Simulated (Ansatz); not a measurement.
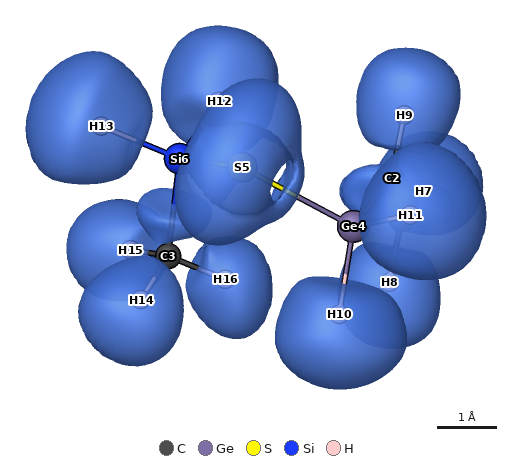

Figure 1: C$_{3}$H$_{10}$GeSSi (SMILES C=[CH][GeH2][S][SiH2]C). Isosurface of the electron localisation function at 0.8 (blue), seen from one side. Core shells and regions of very low density are left out.

Geometry: r2SCAN-D4/def2-SVP.

Level of theory: isolated molecule in a Gaussian basis; Kohn-Sham density functional theory, functional PBE0 in Ansatz 0.2.0.

```xyz
16

C     1.8252    0.7707    2.2210
C     0.5026    0.9461    2.3497
C     0.5182   -0.4102   -1.4565
Ge   -0.7682   -0.4956    2.1080
S    -2.2110    0.0044    0.4664
Si   -0.8597    0.7866   -1.0245
H     2.5358    1.5964    2.3514
H     2.2605   -0.2084    1.9827
H     0.1113    1.9459    2.5812
H     0.0153   -1.7793    1.7787
H    -1.6630   -0.7017    3.3380
H    -0.2791    2.0916   -0.5836
H    -1.7345    1.0324   -2.2088
H     0.1095   -1.3887   -1.7532
H     1.1153   -0.0135   -2.2944
H     1.1977   -0.5627   -0.6033
```

Q: Where are the electrons localised?

A: The surface consists of one region between bonded C–C atoms (shared pairs), one region between bonded C–Si atoms (shared pairs), ten regions around hydrogen nuclei, one lobe of the valence shell of C pointing towards Ge (polar bonds) and one region on S in which the atom's valence shell and bonds are merged. Along the contacts the grid gives the following. C–C (1.34 Å): the ELF peaks at about 0.95 between the atoms; a multiple bond. C–Si (1.88 Å): the ELF peaks at about 0.95 between the atoms; a covalent bond.
